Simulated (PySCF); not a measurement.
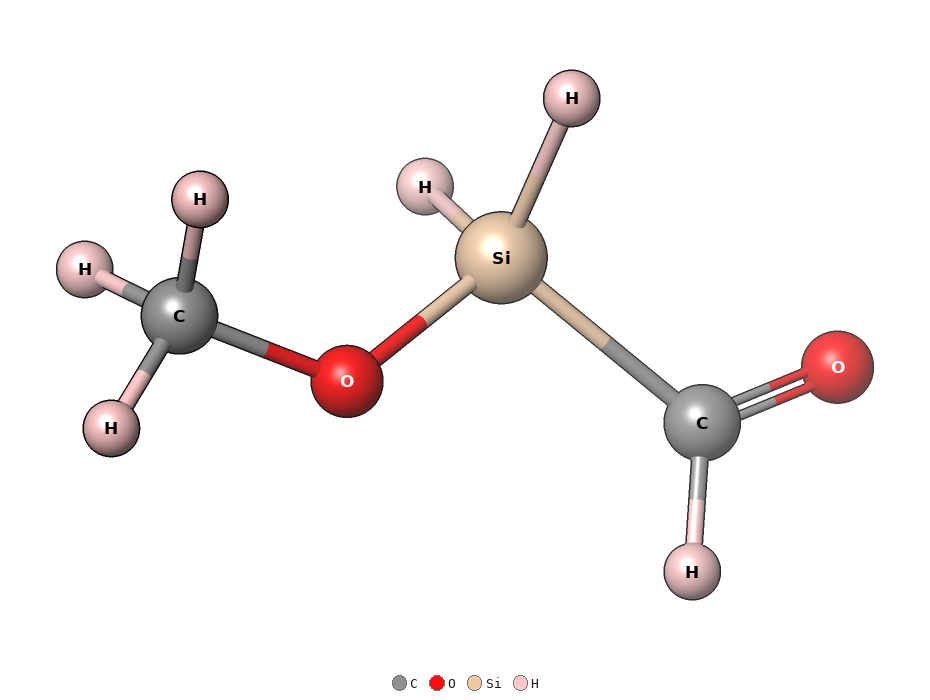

Orthographic view. Depth is shown by fading: the farther an atom, the more it takes the colour of the background. Computed geometry: PBE0-D3(BJ)/def2-SVP optimisation. No frequency run is at hand to confirm it as a minimum.

**Give the standard InChI.**

InChI=1S/C2H6O2Si/c1-4-5-2-3/h2H,5H2,1H3
